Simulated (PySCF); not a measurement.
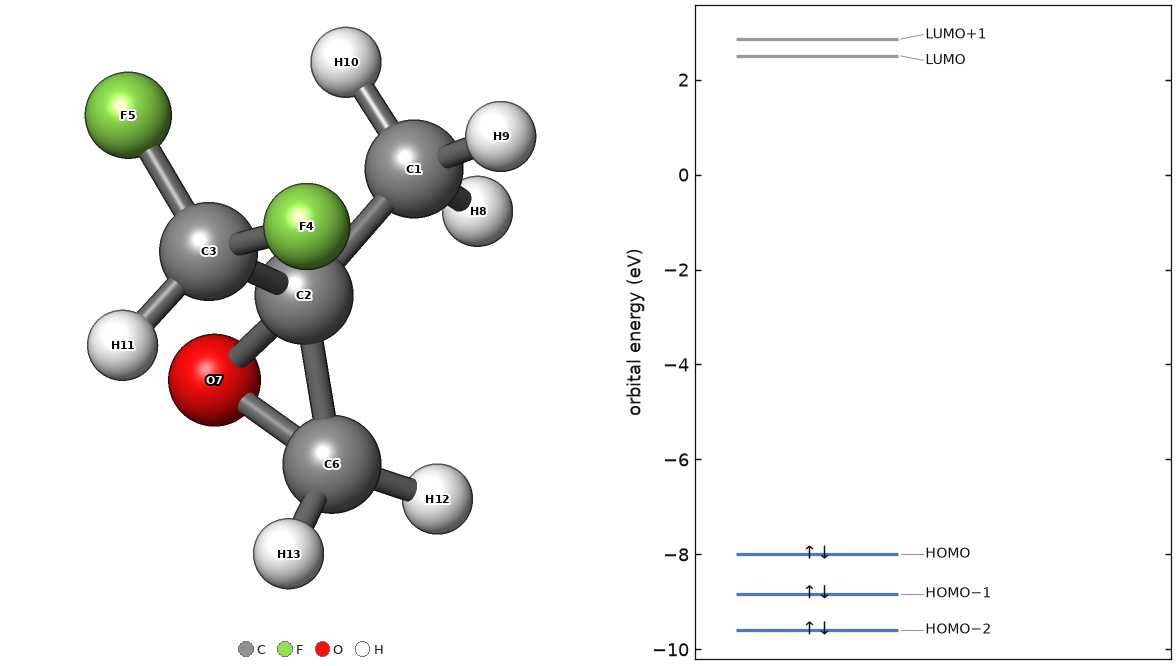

C₄H₆F₂O, SMILES C[C@]1(C(F)F)CO1. Kohn-Sham orbital energies near the frontier, PBE0/6-31G(d), PySCF, at a PBE0-D3(BJ)/def2-SVP geometry (no frequency check), isolated molecule; empty levels in grey, levels within 0.03 eV side by side.

**Where do the frontier orbitals lie?**

HOMO at −7.99 eV, LUMO at 2.50 eV, 10.49 eV apart.

**How far below the HOMO does the next level lie?**

0.84 eV.

Caveats: one conformer of a flexible molecule; empty levels above zero depend strongly on the basis.
